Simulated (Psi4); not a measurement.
# PBE0/cc-pVDZ (density fitting with def2-universal-jkfit, sweep point 3) run of GeH2ClF (SMILES [F][GeH2][Cl])

What is the vertical ionisation energy of GeH2ClF at PBE0/cc-pVDZ (density fitting with def2-universal-jkfit, sweep point 3)? The job is set up through a Python script.

Program for the calculation: Psi4 1.11.

4 further runs of the same task are left out: 2 for a known fault of the program, 2 set aside as unsound or not needed. Runs told in other sessions of the task aren't counted.

## 1. Starting point

The species is GeH2ClF (5 atoms), meant as a singlet with charge 0. As SMILES, `[F][GeH2][Cl]`. Geometry: relaxed at PBE0-D4/def2-TZVP.

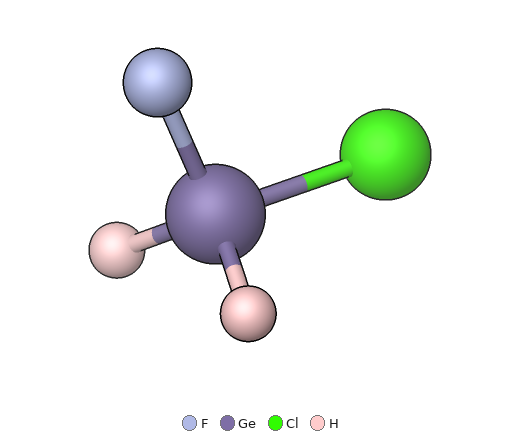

The structure, seen from a chosen angle (fluorine light blue, germanium purple, chlorine green, hydrogen pink).

## 2. The energy at PBE0/cc-pVDZ (density fitting with def2-universal-jkfit, sweep point 3)

The input, run.py:

```python
import psi4

psi4.set_memory(1600000000)
psi4.set_num_threads(1)
psi4.set_output_file('run.log', False)

molecule = psi4.geometry("""
0 1
F     -0.242000    -0.508000     1.588600
Ge     0.139900    -0.089200    -0.045500
Cl    -1.390300     1.244900    -0.698900
H      0.067600    -1.375500    -0.867400
H      1.474700     0.654200    -0.018300
symmetry c1
""")

options = {'basis': 'cc-pVDZ', 'reference': 'rks', 'puream': True, 'scf_type': 'df', 'dft_radial_points': 99, 'dft_spherical_points': 590, 'df_basis_scf': 'def2-universal-jkfit'}
psi4.set_options(options)

energy_value, wavefunction = psi4.energy("pbe0", return_wfn=True)
print(f'pbe0 energy: {energy_value:.10f} Eh')
```

Started as:

```bash
$ python run.py
```

run.log:

```text
[...]
  Running in c1 symmetry.
[...]
  Nuclear repulsion =  281.182606757185397
[...]
  Multiplicity = 1
[...]
  Nalpha       = 30
  Nbeta        = 30
[...]
    Number of basis functions: 69
[...]
   @DF-RKS iter   1: -2637.20689854251805   -3.02423e+00   1.58145e-02 DIIS/ADIIS
[...]
   @DF-RKS iter   8: -2637.78140336703473   -1.34427e-07   7.73677e-07 DIIS
[...]
    Orbital Energies [Eh]
    ---------------------
    Doubly Occupied:
       1A   -399.205705     2A   -101.717355     3A    -50.021903
       4A    -44.504200     5A    -44.503642     6A    -44.502725
       7A    -24.762938     8A     -9.534908     9A     -7.267532
      10A     -7.260953    11A     -7.260548    12A     -6.373689
      13A     -4.530070    14A     -4.527988    15A     -4.524247
      16A     -1.332760    17A     -1.321745    18A     -1.317138
      19A     -1.316375    20A     -1.316142    21A     -1.179937
      22A     -0.852592    23A     -0.596144    24A     -0.455720
      25A     -0.449695    26A     -0.443840    27A     -0.385605
      28A     -0.383787    29A     -0.347457    30A     -0.335069
[...]
  @DF-RKS Final Energy: -2637.78140336703473
   => Energetics <=
    Nuclear Repulsion Energy =            281.1826067571853969
    One-Electron Energy =               -4230.2985860308035626
    Two-Electron Energy =                1400.4470793941941338
    DFT Exchange-Correlation Energy =     -89.1125034876108799
    Empirical Dispersion Energy =           0.0000000000000000
    VV10 Nonlocal Energy =                  0.0000000000000000
    Total Energy =                      -2637.7814033670347271
[...]
 Multipole Moments:
 ------------------------------------------------------------------------------------
     Multipole            Electronic (a.u.)      Nuclear  (a.u.)        Total (a.u.)
 ------------------------------------------------------------------------------------
 L = 1.  Multiply by 2.5417464519 to convert [e a0] to [Debye]
 Dipole X            :          2.0352655           -1.3410865            0.6941790
 Dipole Y            :         -1.6636397            1.4129620           -0.2506776
 Dipole Z            :          0.6045944           -1.1556266           -0.5510322
 Magnitude           :                                                    0.9210647
[...]
```

The script printed:

```text
pbe0 energy: -2637.7814033670 Eh
```

Wall time 9.3 s (1 thread of AMD EPYC 7B13 (Zen 3), shared host); peak memory 0.82 GiB.

## 3. The doublet cation

The input, job.py:

```python
import psi4

psi4.set_memory(1600000000)
psi4.set_num_threads(1)
psi4.core.set_output_file('output.dat', False)

molecule = psi4.geometry("""
1 2
F     -0.242000    -0.508000     1.588600
Ge     0.139900    -0.089200    -0.045500
Cl    -1.390300     1.244900    -0.698900
H      0.067600    -1.375500    -0.867400
H      1.474700     0.654200    -0.018300
symmetry c1
""")

psi4.set_options({
    'basis': 'cc-pVDZ',
    'reference': 'uks',
    'puream': True,
    'scf_type': 'df',
    'dft_radial_points': 99,
    'dft_spherical_points': 590,
    'df_basis_scf': 'def2-universal-jkfit',
    'maxiter': 100,
})

E = psi4.energy("pbe0")
print(f'pbe0 energy: {E:.10f} Eh')
```

Started as:

```bash
$ python job.py
```

output.dat:

```text
[...]
  Running in c1 symmetry.
[...]
  Nuclear repulsion =  281.182606757185397
[...]
  Multiplicity = 2
[...]
  Nalpha       = 30
  Nbeta        = 29
[...]
    Number of basis functions: 69
[...]
   @DF-UKS iter   1: -2636.73723787452263   -2.55457e+00   1.63385e-02 ADIIS/DIIS
[...]
   @DF-UKS iter  12: -2637.35559908008963   -4.60159e-09   5.39726e-07 DIIS
[...]
   @S^2 Observed:                7.569545945E-01
[...]
    Orbital Energies [Eh]
    ---------------------
    Alpha Occupied:
       1A   -399.460281     2A   -102.038147     3A    -50.276924
       4A    -44.759246     5A    -44.758274     6A    -44.758019
       7A    -24.995437     8A     -9.853395     9A     -7.590972
      10A     -7.581961    11A     -7.575179    12A     -6.628201
      13A     -4.784482    14A     -4.781496    15A     -4.779822
      16A     -1.584191    17A     -1.576292    18A     -1.573221
      19A     -1.570973    20A     -1.570344    21A     -1.408256
      22A     -1.159025    23A     -0.851263    24A     -0.703694
      25A     -0.698694    26A     -0.688303    27A     -0.657634
      28A     -0.632434    29A     -0.623894    30A     -0.615445
    Alpha Virtual:
[...]
  @DF-UKS Final Energy: -2637.35559908008963
   => Energetics <=
    Nuclear Repulsion Energy =            281.1826067571853969
    One-Electron Energy =               -4214.4683005547103676
    Two-Electron Energy =                1384.7601506556236473
    DFT Exchange-Correlation Energy =     -88.8300559381885648
    Empirical Dispersion Energy =           0.0000000000000000
    VV10 Nonlocal Energy =                  0.0000000000000000
    Total Energy =                      -2637.3555990800896325
  UHF NO Occupations:
  HONO-2 :   28  A 1.9987654
  HONO-1 :   29  A 1.9983519
[...]
 Multipole Moments:
 ------------------------------------------------------------------------------------
     Multipole            Electronic (a.u.)      Nuclear  (a.u.)        Total (a.u.)
 ------------------------------------------------------------------------------------
 L = 1.  Multiply by 2.5417464519 to convert [e a0] to [Debye]
 Dipole X            :          1.8005837           -1.3410865            0.4594973
 Dipole Y            :         -1.2145043            1.4129620            0.1984577
 Dipole Z            :         -0.0804826           -1.1556266           -1.2361093
 Magnitude           :                                                    1.3336001
[...]
```

The script printed:

```text
pbe0 energy: -2637.3555990801 Eh
```

Run time: 17 s. Hardware: 1 thread of AMD EPYC 7B13 (Zen 3), shared host; peak memory 0.83 GiB.

## 4. Results

Level: PBE0/cc-pVDZ (density fitting with def2-universal-jkfit, sweep point 3).

| quantity | value |
| --- | --- |
| singlet GeH2ClF: total energy | -2637.78140 Eh |
| singlet GeH2ClF: dipole moment | 2.34 D |
| singlet GeH2ClF: HOMO energy | -9.12 eV |
| singlet GeH2ClF: LUMO energy | -0.09 eV |
| singlet GeH2ClF: HOMO–LUMO gap | 9.03 eV |
| doublet cation: total energy | -2637.35560 Eh |
| doublet cation: HOMO energy (highest over α and β) | -16.36 eV |
| doublet cation: LUMO energy (lowest over α and β) | -14.01 eV |
| doublet cation: ⟨S²⟩ | 0.757 |
| vertical ionisation energy (to the doublet cation) | 11.587 eV |

What this shows: The vertical ionisation energy comes to 11.59 eV (267 kcal/mol). The negative HOMO energy of the first species, 9.12 eV, lies 2.47 eV below that difference.
